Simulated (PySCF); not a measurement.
# H3O2P: the cost of one run

The runs use PySCF 2.14.0, with density-fitted response routines of our own; the level of theory stands in each step. All values are computed, except where a source is named. Atoms count from 0, in the outputs and in this text.

**1. The molecule as given**

6 atoms, charge 0, multiplicity 1; geometry from: GFN2-xTB. The atoms were then displaced at random by about 0.01 Å, so the start is not that level's minimum.

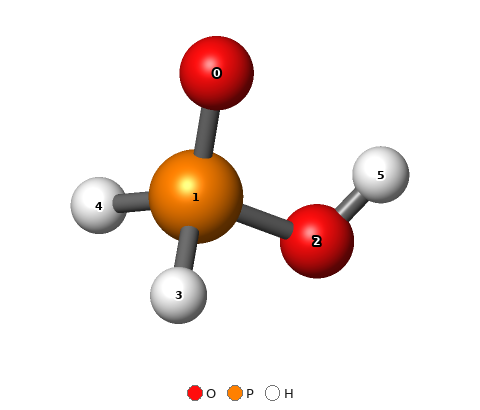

The starting geometry (oxygen red, phosphorus orange, hydrogen white), atoms numbered; sticks join atoms by distance.

**2. Optimising the geometry at PBE0-D3(BJ)/def2-SVP**

The job: settings as JSON, then the geometry in Å.

```
{"job": {"xc": "PBE0", "basis": "def2-SVP", "d3": "d3bj", "grid": 1, "shake": 0.01, "kind": "geom"}, "charge": 0, "multiplicity": 1}
O     -0.424290     1.187880    -0.842280
P     -0.406100    -0.006140    -0.044650
O      1.077380    -0.387600     0.351630
H     -1.017220     0.048600     1.175540
H     -0.870390    -1.162910    -0.658140
H      1.664780     0.290150    -0.026760
```

On the command line:

```console
OMP_NUM_THREADS=1 python probes_run.py task.json out
```

The driver reads the jobs from task.json and runs them one after another.

**Question.** How long does this first job take on 1 thread of Arm Neoverse V1, shared host, and how much memory does it need?

About 11 s, with a peak of 0.29 GiB.
